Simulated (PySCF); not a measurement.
Breaking a bond: SnH, doublet.

Levels: UMP2 = MP2 on UHF/def2-SVP, 4 core orbitals frozen, def2 effective core potentials past Kr (PySCF); UKS-B3LYP = unrestricted B3LYP/def2-SVP, def2 effective core potentials past Kr run with PySCF 2.14.0; ROKS-B3LYP = restricted open-shell B3LYP/def2-SVP, def2 effective core potentials past Kr in PySCF 2.14.0.

Energies are in kJ/mol, each relative to the lowest point of its own curve near equilibrium.

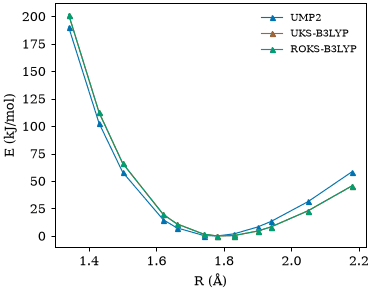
Energy against bond length for each method.

```tsv
R / Å	UMP2	UKS-B3LYP	ROKS-B3LYP
1.34	190.1	201.6	201.5
1.43	102.6	112.5	112.5
1.50	58.0	66.2	66.1
1.62	14.8	19.7	19.7
1.66	7.4	11.1	11.1
1.74	0.4	1.6	1.6
1.78	0.0	0.0	0.0
1.83	1.9	0.3	0.4
1.90	8.1	4.4	4.4
1.94	13.2	8.3	8.3
2.05	31.4	23.0	23.0
2.18	58.5	45.6	45.7
```

At the longest distance, 2.18 Å, UMP2 lies highest above its minimum (58.5 kJ/mol) and UKS-B3LYP lowest (45.6 kJ/mol).

The scan ran from 1.34 to 7.16 Å; beyond the distances shown one of the unrestricted levels run for this scan, shown here or not, changes its spin distribution in one step.
